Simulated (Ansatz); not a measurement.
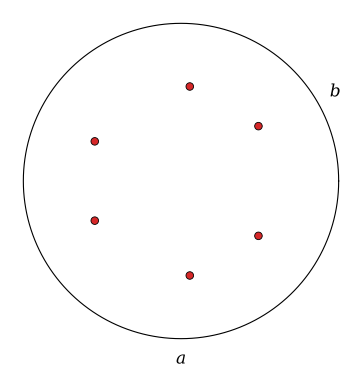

Stereographic projection: filled dots lie in the upper hemisphere, open rings in the lower. The c axis points at the viewer. The poles are all faces of one general form. Computed from the symmetry operations of a computed or model structure of composition Si3Ge, which need not be its known form.

Question: Which point group is this?

Answer: 3m (C3v), order 6, trigonal system: one threefold axis, three mirror planes.

Question: Can such a crystal be piezoelectric, pyroelectric or chiral?

Answer: It is not centrosymmetric; polar, so pyroelectricity and piezoelectricity are allowed; it is not chiral.
